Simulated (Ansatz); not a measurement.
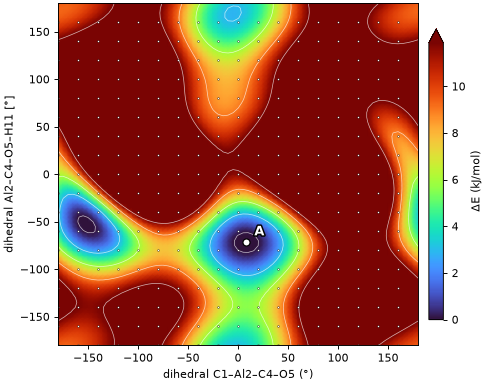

C₂H₆AlIO, SMILES [CH3][Al]([I])[CH2]O. 
- Coordinates scanned: (1) dihedral C1–Al2–C4–O5; (2) dihedral Al2–C4–O5–H11.
- Nothing is relaxed (all other coordinates rigid).
- The grid has 18 × 18 points.
- Energies are in kJ/mol, from the lowest grid point.
- Method: RKS SPW92 (LDA)/def2-SVP in Ansatz 0.2.0.

In the figure: a smooth colour map with a few white contour lines, dots at the grid points, one colour for all values above the top of the scale, the well A. Between grid points the surface is interpolated.

**Estimate the position of the minimum and the force constants in these coordinates. Take the well at A.**

The interpolated minimum is at dihedral C1–Al2–C4–O5 ≈ 8°, dihedral Al2–C4–O5–H11 ≈ −72°. The curvatures there are about 0.2 eV/rad² and 0.26 eV/rad², with a cross term of about 0 eV/rad². Round the minimum the two coordinates are nearly uncoupled. (1 eV is 96.5 kJ/mol.)
